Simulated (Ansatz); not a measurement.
Reaction (SMILES): [N]=O (N-O) → N atom + O atom
B3LYP-D3(BJ)/def2-TZVP geometries, fixed; electronic energies without zero-point terms.
Largest species:
```xyz
2

N      0.0000     0.0000    -0.6106
O      0.0000     0.0000     0.5343
```
Charge 0, spin multiplicity 2.

Basis-set convergence of the atomisation energy at PBE0 with Ansatz (a quantum-chemistry and plane-wave program). All functions are spherical. The program fits the integrals of some runs and decomposes those of others, by size. Open shells are unrestricted. No added dispersion term, no relativity. Functions are those of the species that has most. Reference: the value in aug-cc-pV5Z, 153.74 kcal/mol, itself unsure by roughly 0.04 kcal/mol (its mean distance from pcseg-4, aug-pcseg-3, aug-cc-pVQZ). Deviations are taken from unrounded values.

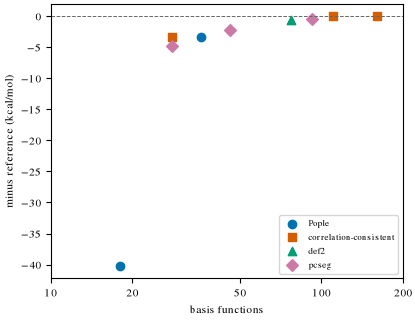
Fig. 1. Deviation from the reference against the number of basis functions, by family of sets.

| basis | functions | atomisation energy (kcal/mol) | minus reference (kcal/mol) |
|---|---|---|---|
| 3-21G | 18 | 113.53 | -40.21 |
| cc-pVDZ | 28 | 150.40 | -3.34 |
| pcseg-1 | 28 | 148.92 | -4.82 |
| 6-311G** | 36 | 150.34 | -3.40 |
| aug-pcseg-1 | 46 | 151.53 | -2.21 |
| def2-TZVPPD | 77 | 153.10 | -0.64 |
| aug-pcseg-2 | 92 | 153.26 | -0.48 |
| cc-pVQZ | 110 | 153.72 | -0.02 |
| aug-cc-pVQZ | 160 | 153.69 | -0.06 |
